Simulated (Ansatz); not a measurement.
# Molecular dynamics, with input and output: Cu$_{16}$N (part 3 of 3)

Cu$_{16}$N (slab, 17 atoms in the cell); DFT PBE, scalar-relativistic, plane waves, PAW, no spin polarisation (Ansatz 0.2.0); cutoff 420 eV, 3×3×1 k-mesh, Fermi–Dirac smearing of 0.1 eV. The input holds or restrains some coordinates. It belongs to a series of runs on one base structure; here: dynamics from the start.

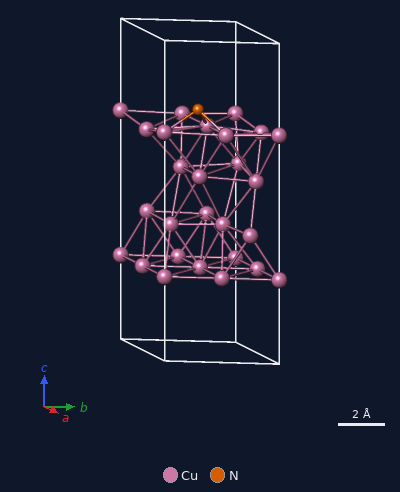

Fig. 1: The geometry at step 102 of the log (ball-and-stick view of the cell of the calculation, with the vacuum cut short, seen slightly off an axis).

Trajectory as extended XYZ, continued
```
17
Lattice="5.1053 0.0000 0.0000 2.5527 4.4213 0.0000 0.0000 0.0000 18.2527" Properties=species:S:1:pos:R:3:forces:R:3 step=29 time_fs=29.0 energy=-106379.56286 temperature=788.9
Cu    0.0000    0.0000    1.0000   -0.0811   0.1332   0.0738
Cu    2.5527    0.0000    1.0000    0.0021  -0.0474   0.2824
Cu    1.2763    2.2107    1.0000   -0.2202  -0.1175   0.0980
Cu    3.8290    2.2107    1.0000    0.0231   0.0697   0.2151
Cu    1.2272    0.6161    3.1983   -0.6241   1.5036  -1.0914
Cu    3.6461    0.9161    3.1953    0.6153  -0.4384  -1.9286
Cu    2.3304    3.0171    3.0450    0.3236   0.1610  -0.5503
Cu    4.9865    3.0273    3.3228    0.3002  -1.2189  -2.4588
Cu   -0.1620    1.3963    5.0998    1.6726   0.7510   1.0974
Cu    2.6494    1.8156    5.0710   -1.9590  -1.2008   1.3453
Cu    1.1694    3.8379    5.0023    0.2288  -0.6662   1.9358
Cu    3.7945    3.7469    5.0863   -0.2227   0.9919   2.1458
Cu   -0.1394   -0.0321    7.4040    0.8198   0.0072  -0.3205
Cu    2.5663    0.1470    7.2066    0.0569  -0.9918  -0.3920
Cu    1.5140    2.1549    7.3728   -1.2117   1.0308  -0.2893
Cu    3.8628    2.3575    7.3392    0.6035  -0.1013   0.0153
N     5.2070    1.5301    8.3123   -0.3271   0.1340  -0.1780
17
Lattice="5.1053 0.0000 0.0000 2.5527 4.4213 0.0000 0.0000 0.0000 18.2527" Properties=species:S:1:pos:R:3:forces:R:3 step=44 time_fs=44.0 energy=-106379.33172 temperature=651.3
Cu    0.0000    0.0000    1.0000   -0.0660   0.1958  -0.0491
Cu    2.5527    0.0000    1.0000   -0.0282  -0.0648   0.3181
Cu    1.2763    2.2107    1.0000   -0.3087  -0.2232  -0.0951
Cu    3.8290    2.2107    1.0000    0.0219   0.1254   0.1530
Cu    1.1753    0.6118    3.2103   -0.5650   1.5038  -1.1485
Cu    3.5782    0.9866    3.1711    0.5969  -0.6275  -1.4054
Cu    2.2291    3.0558    3.0031    0.5664   0.1887  -0.1422
Cu    4.9370    3.0200    3.3417    0.0727  -1.0442  -2.1846
Cu   -0.1763    1.3823    5.1279    1.3008   1.0863   0.8935
Cu    2.6184    1.9297    5.0804   -1.6959  -1.5811   1.0835
Cu    1.1179    3.8849    4.9985    0.1784  -0.5886   1.6373
Cu    3.7728    3.8158    5.1321    0.0436   0.8844   1.9261
Cu   -0.1774   -0.0412    7.4370    1.1192   0.1245  -0.2958
Cu    2.5750    0.1692    7.1775    0.1058  -1.0976  -0.3680
Cu    1.5594    2.1386    7.3942   -1.3626   1.2139  -0.1447
Cu    3.9357    2.3967    7.3600   -0.6272   0.3662  -0.6168
N     5.1817    1.5677    8.2820    0.6479  -0.4620   0.4388
17
Lattice="5.1053 0.0000 0.0000 2.5527 4.4213 0.0000 0.0000 0.0000 18.2527" Properties=species:S:1:pos:R:3:forces:R:3 step=58 time_fs=58.0 energy=-106379.80732 temperature=934.1
Cu    0.0000    0.0000    1.0000   -0.0458   0.2483  -0.2348
Cu    2.5527    0.0000    1.0000   -0.0670  -0.0967   0.2773
Cu    1.2763    2.2107    1.0000   -0.3729  -0.3232  -0.3333
Cu    3.8290    2.2107    1.0000    0.0164   0.2171  -0.0396
Cu    1.1098    0.6527    3.1875   -0.2861   0.9152  -0.6301
Cu    3.5327    1.0329    3.1062    0.3504  -0.8625  -0.2642
Cu    2.1519    3.0977    2.9600    0.7931   0.1747   0.5547
Cu    4.8933    2.9826    3.2938   -0.1711  -0.1576  -1.0217
Cu   -0.1505    1.4023    5.1811    0.4014   1.3276   0.3943
Cu    2.5388    1.9888    5.1217   -0.7171  -1.4765   0.3704
Cu    1.0754    3.9109    5.0439    0.1050  -0.3614   0.5930
Cu    3.7534    3.9057    5.2319    0.1820   0.0964   0.6375
Cu   -0.1792   -0.0458    7.4587    1.1302   0.2560  -0.2321
Cu    2.5861    0.1580    7.1399    0.0995  -0.4687   0.0316
Cu    1.5613    2.1595    7.4091   -0.9040   0.9416  -0.1467
Cu    3.9889    2.4415    7.3637   -0.6330  -0.1383  -0.2724
N     5.2256    1.5503    8.3030    0.1190  -0.2919   0.3163
17
Lattice="5.1053 0.0000 0.0000 2.5527 4.4213 0.0000 0.0000 0.0000 18.2527" Properties=species:S:1:pos:R:3:forces:R:3 step=73 time_fs=73.0 energy=-106379.84062 temperature=954.0
Cu    0.0000    0.0000    1.0000   -0.0260   0.2659  -0.4620
Cu    2.5527    0.0000    1.0000   -0.1253  -0.1492   0.1411
Cu    1.2763    2.2107    1.0000   -0.3718  -0.3669  -0.5280
Cu    3.8290    2.2107    1.0000   -0.0122   0.3310  -0.3817
Cu    1.0306    0.7264    3.1430    0.0540   0.3092   0.0400
Cu    3.4948    1.0539    3.0280   -0.0554  -1.0899   0.7132
Cu    2.0950    3.1481    2.9322    0.8877   0.0737   1.1378
Cu    4.8415    2.9379    3.2089   -0.1402   0.7368  -0.0206
Cu   -0.1099    1.4670    5.2507   -0.4552   1.3274  -0.1490
Cu    2.4304    2.0043    5.1780    0.3000  -1.1121  -0.2831
Cu    1.0344    3.9270    5.1111    0.3618  -0.1193  -0.5763
Cu    3.7370    4.0045    5.3588   -0.1652  -0.7942  -0.7935
Cu   -0.1447   -0.0424    7.4746    0.8373   0.3294  -0.1156
Cu    2.6019    0.1320    7.1027    0.2444   0.5299   0.9958
Cu    1.5335    2.2120    7.4207   -0.5262   0.3910  -0.0101
Cu    4.0260    2.4835    7.3598   -0.2717  -1.0134   0.4516
N     5.2883    1.4946    8.3682   -0.5359   0.3506  -0.1598
17
Lattice="5.1053 0.0000 0.0000 2.5527 4.4213 0.0000 0.0000 0.0000 18.2527" Properties=species:S:1:pos:R:3:forces:R:3 step=87 time_fs=87.0 energy=-106379.55134 temperature=782.0
Cu    0.0000    0.0000    1.0000   -0.0177   0.2186  -0.6026
Cu    2.5527    0.0000    1.0000   -0.1986  -0.1973  -0.0614
Cu    1.2763    2.2107    1.0000   -0.2823  -0.2986  -0.5456
Cu    3.8290    2.2107    1.0000   -0.0827   0.3687  -0.6985
Cu    0.9580    0.8057    3.1019    0.3287  -0.0588   0.5076
Cu    3.4584    1.0407    2.9755   -0.3129  -1.0310   1.2296
Cu    2.0688    3.1972    2.9400    0.8038  -0.1455   1.2697
Cu    4.7890    2.9173    3.1274   -0.0205   1.2221   0.5338
Cu   -0.0847    1.5674    5.3116   -0.9512   0.9374  -0.6016
Cu    2.3372    1.9841    5.2229    1.0096  -0.7862  -0.6430
Cu    1.0072    3.9381    5.1578    0.6727   0.0737  -1.2874
Cu    3.7168    4.0739    5.4548   -0.5495  -1.1751  -1.6929
Cu   -0.0868   -0.0294    7.4859    0.4554   0.3236   0.1047
Cu    2.6240    0.1225    7.0977    0.3934   1.1066   1.7894
Cu    1.4908    2.2737    7.4315   -0.3075  -0.0190   0.2562
Cu    4.0505    2.4937    7.3687   -0.5756  -1.1129   0.7037
N     5.2820    1.4858    8.4118   -0.3651   0.5737  -0.2617
17
Lattice="5.1053 0.0000 0.0000 2.5527 4.4213 0.0000 0.0000 0.0000 18.2527" Properties=species:S:1:pos:R:3:forces:R:3 step=102 time_fs=102.0 energy=-106379.60006 temperature=811.0
Cu    0.0000    0.0000    1.0000   -0.0288   0.1125  -0.5749
Cu    2.5527    0.0000    1.0000   -0.2681  -0.2130  -0.3144
Cu    1.2763    2.2107    1.0000   -0.1386  -0.1426  -0.4108
Cu    3.8290    2.2107    1.0000   -0.2025   0.2506  -0.8487
Cu    0.8909    0.8889    3.0743    0.4914  -0.2747   0.7929
Cu    3.4098    0.9941    2.9589   -0.2742  -0.5146   1.3772
Cu    2.0671    3.2445    2.9889    0.6547  -0.4566   0.9731
Cu    4.7319    2.9347    3.0574    0.0185   1.2890   0.9057
Cu   -0.0886    1.7046    5.3569   -1.1378   0.2288  -0.9693
Cu    2.2702    1.9367    5.2504    1.4176  -0.4821  -0.7118
Cu    0.9993    3.9528    5.1676    0.6287   0.3565  -1.1546
Cu    3.6785    4.1108    5.5036   -0.4125  -1.0816  -1.8426
Cu   -0.0097   -0.0044    7.5023    0.1177   0.4062   0.4940
Cu    2.6597    0.1469    7.1483    0.1913   0.9752   1.4519
Cu    1.4362    2.3401    7.4507    0.2340  -0.0764   0.2560
Cu    4.0559    2.4708    7.3999   -1.4304  -0.3021   0.4011
N     5.2247    1.5500    8.4265    0.1391  -0.0753   0.1752
17
Lattice="5.1053 0.0000 0.0000 2.5527 4.4213 0.0000 0.0000 0.0000 18.2527" Properties=species:S:1:pos:R:3:forces:R:3 step=116 time_fs=116.0 energy=-106379.93066 temperature=1007.7
Cu    0.0000    0.0000    1.0000   -0.0528   0.0139  -0.3827
Cu    2.5527    0.0000    1.0000   -0.2763  -0.1696  -0.5047
Cu    1.2763    2.2107    1.0000   -0.0279   0.0000  -0.2310
Cu    3.8290    2.2107    1.0000   -0.2978   0.0466  -0.7627
Cu    0.8428    0.9586    3.0723    0.4386  -0.3123   0.8553
Cu    3.3565    0.9347    2.9851   -0.0395   0.1635   1.1547
Cu    2.0858    3.2750    3.0643    0.5578  -0.6941   0.4277
Cu    4.6791    2.9898    3.0195    0.0369   0.9957   1.0935
Cu   -0.1262    1.8405    5.3702   -0.9187  -0.3681  -1.0352
Cu    2.2498    1.8773    5.2548    1.2340  -0.2093  -0.4961
Cu    1.0108    3.9772    5.1425    0.3527   0.5678  -0.3688
Cu    3.6303    4.1123    5.4936   -0.0932  -0.7538  -1.4352
Cu    0.0663    0.0312    7.5319   -0.1107   0.4056   0.6073
Cu    2.6987    0.1991    7.2392   -0.1528   0.4672   0.5068
Cu    1.3915    2.4000    7.4762    0.5434  -0.0487   0.0933
Cu    4.0184    2.4393    7.4413   -1.7418   0.3900   0.0453
N     5.1899    1.6035    8.4626    0.5480  -0.4945   0.4325
17
Lattice="5.1053 0.0000 0.0000 2.5527 4.4213 0.0000 0.0000 0.0000 18.2527" Properties=species:S:1:pos:R:3:forces:R:3 step=131 time_fs=131.0 energy=-106380.24130 temperature=1192.4
Cu    0.0000    0.0000    1.0000   -0.0742  -0.0455  -0.1023
Cu    2.5527    0.0000    1.0000   -0.2012  -0.0734  -0.5656
Cu    1.2763    2.2107    1.0000    0.0309   0.0980  -0.0408
Cu    3.8290    2.2107    1.0000   -0.3088  -0.1186  -0.4937
Cu    0.8052    1.0233    3.0978    0.2027  -0.2281   0.7174
Cu    3.2983    0.8767    3.0498    0.2722   0.7780   0.5344
Cu    2.1243    3.2850    3.1583    0.4417  -0.7839  -0.2743
Cu    4.6240    3.0808    3.0143    0.1227   0.4521   1.0376
Cu   -0.1957    1.9740    5.3515   -0.3738  -0.8139  -0.7324
Cu    2.2670    1.8071    5.2439    0.5652   0.1152  -0.0749
Cu    1.0346    4.0213    5.1045    0.0580   0.4712   0.6427
Cu    3.5750    4.0896    5.4366   -0.0112  -0.2845  -0.7639
Cu    0.1442    0.0819    7.5821   -0.2575   0.1348   0.2237
Cu    2.7355    0.2699    7.3536   -0.4180  -0.1178  -0.1802
Cu    1.3600    2.4621    7.5068    0.3565  -0.1035  -0.0324
Cu    3.9268    2.4155    7.4900   -0.3178   0.1954   0.4345
N     5.2175    1.6064    8.5482   -0.0874   0.3247  -0.3300
17
Lattice="5.1053 0.0000 0.0000 2.5527 4.4213 0.0000 0.0000 0.0000 18.2527" Properties=species:S:1:pos:R:3:forces:R:3 step=145 time_fs=145.0 energy=-106380.06296 temperature=1086.4
Cu    0.0000    0.0000    1.0000   -0.0744  -0.0551   0.1307
Cu    2.5527    0.0000    1.0000   -0.0999   0.0167  -0.4841
Cu    1.2763    2.2107    1.0000    0.0433   0.1304   0.1147
Cu    3.8290    2.2107    1.0000   -0.2435  -0.1601  -0.1833
Cu    0.7764    1.0767    3.1435   -0.0484  -0.1176   0.4335
Cu    3.2523    0.8457    3.1265    0.5840   1.1644  -0.3403
Cu    2.1733    3.2707    3.2384    0.0977  -0.6772  -0.8191
Cu    4.5765    3.1798    3.0408    0.2963  -0.1320   0.6925
Cu   -0.2722    2.0740    5.3115    0.2232  -1.1467  -0.2984
Cu    2.3007    1.7449    5.2314   -0.1543   0.4468   0.4193
Cu    1.0590    4.0762    5.0879   -0.1348   0.0291   1.4361
Cu    3.5227    4.0596    5.3594   -0.0433   0.2563  -0.0958
Cu    0.2091    0.1335    7.6360   -0.3755  -0.1030  -0.2065
Cu    2.7574    0.3327    7.4561   -0.5878  -0.6715  -0.4513
Cu    1.3420    2.5173    7.5341    0.2390  -0.0285  -0.2302
Cu    3.8294    2.4008    7.5471    0.7585   0.4327   0.3398
N     5.2369    1.6452    8.5930   -0.4802   0.6153  -0.4575
17
Lattice="5.1053 0.0000 0.0000 2.5527 4.4213 0.0000 0.0000 0.0000 18.2527" Properties=species:S:1:pos:R:3:forces:R:3 step=160 time_fs=160.0 energy=-106379.59963 temperature=810.7
Cu    0.0000    0.0000    1.0000   -0.0586  -0.0366   0.3017
Cu    2.5527    0.0000    1.0000   -0.0199   0.0691  -0.3349
Cu    1.2763    2.2107    1.0000    0.0386   0.1209   0.2440
Cu    3.8290    2.2107    1.0000   -0.1581  -0.1266   0.0910
Cu    0.7441    1.1300    3.2063   -0.2041  -0.0527   0.0273
Cu    3.2224    0.8502    3.1970    0.8893   1.2385  -1.1440
Cu    2.2274    3.2337    3.2976   -0.6822  -0.3905  -1.0994
Cu    4.5360    3.2816    3.0910    0.6453  -0.5868   0.0794
Cu   -0.3465    2.1433    5.2592    0.8020  -1.3943   0.1848
Cu    2.3315    1.6934    5.2323   -0.8556   0.7991   0.9579
Cu    1.0811    4.1351    5.1162   -0.1937  -0.6006   1.6704
Cu    3.4656    4.0364    5.2741    0.0468   0.8256   0.6460
Cu    0.2659    0.1868    7.6879   -0.5641   0.0980  -0.2922
Cu    2.7615    0.3779    7.5515   -0.6547  -1.0859  -0.5439
Cu    1.3312    2.5759    7.5554    0.3079   0.1175  -0.4923
Cu    3.7484    2.4005    7.6183    1.0022   1.0288  -0.1624
N     5.1906    1.7659    8.5778   -0.3411  -0.0234  -0.1334
```

The run was set up as follows.

The input
```yaml
crystal:
  lattice:
    - [5.105311, 0.0, 0.0]
    - [2.552655, 4.421329, 0.0]
    - [0.0, 0.0, 18.252703]
  atoms:
    - { symbol: Cu, position: [0.0, 0.0, 0.0547864] }
    - { symbol: Cu, position: [0.5, 0.0, 0.0547864] }
    - { symbol: Cu, position: [0.0, 0.5, 0.0547864] }
    - { symbol: Cu, position: [0.5, 0.5, 0.0547864] }
    - { symbol: Cu, position: [0.16596321, 0.16822503, 0.16924166] }
    - { symbol: Cu, position: [0.66579515, 0.16823049, 0.16924134] }
    - { symbol: Cu, position: [0.1657977, 0.66840728, 0.16883753] }
    - { symbol: Cu, position: [0.66667406, 0.66664494, 0.16940806] }
    - { symbol: Cu, position: [-0.16796407, 0.33594864, 0.28135079] }
    - { symbol: Cu, position: [0.33065447, 0.33872209, 0.28269041] }
    - { symbol: Cu, position: [-0.16580697, 0.83501487, 0.28295949] }
    - { symbol: Cu, position: [0.330806, 0.83502094, 0.28296051] }
    - { symbol: Cu, position: [0.00187032, -0.00367895, 0.4005922] }
    - { symbol: Cu, position: [0.49712021, 0.0058636, 0.39609907] }
    - { symbol: Cu, position: [0.00367415, 0.51350265, 0.40015653] }
    - { symbol: Cu, position: [0.48302436, 0.51362397, 0.40014656] }
    - { symbol: "N", position: [0.82834522, 0.34345866, 0.45457706] }
basis:
  ecutwfc: 420.0
kpoints:
  mp_grid: { grid: [3, 3, 1] }
hamiltonian:
  xc: pbe
scf:
  occupations: { method: fermi_dirac, width: 0.1 }
  lower_state_search: "off"
md:
  timestep: 1
  n_steps: 160
  ensemble: nve
  temperature: 1800.0
  initial_velocities: maxwell_boltzmann
  seed: 262020
  constraints: [{ sites: [0, 1, 2, 3] }]
```

Command:
```bash
ansatz run input.yaml --threads 4 --pin off --max-ram 10240MiB --backend cpu --events-out ev --progress --plain --runs-dir out
```

Summary

```csv
quantity,value
outcome,finished
mean temperature over the second half,964 K
trajectory,"160 steps, 160 fs"
ensemble,nve
temperature in the input,1800.0 K
time step,1 fs
electrons treated,309
potential energy (free energy of the electrons) (last step),−106379.5996 eV
Fermi energy (last step),5.175 eV
"largest force (length of the vector) (last step), held atoms and coordinates included",1.906 eV/Å
hardware,"4 threads of Intel Xeon @ 2.80GHz (Skylake/Cascade Lake), 24 GiB of memory available, shared host"
wall time,18 min (CPU time 68 min)
peak memory,1.9 GiB
```

Notes

The cell holds an odd number of electrons but the run has no spin polarisation, so a band is left half filled. So short a trajectory is not equilibrated.
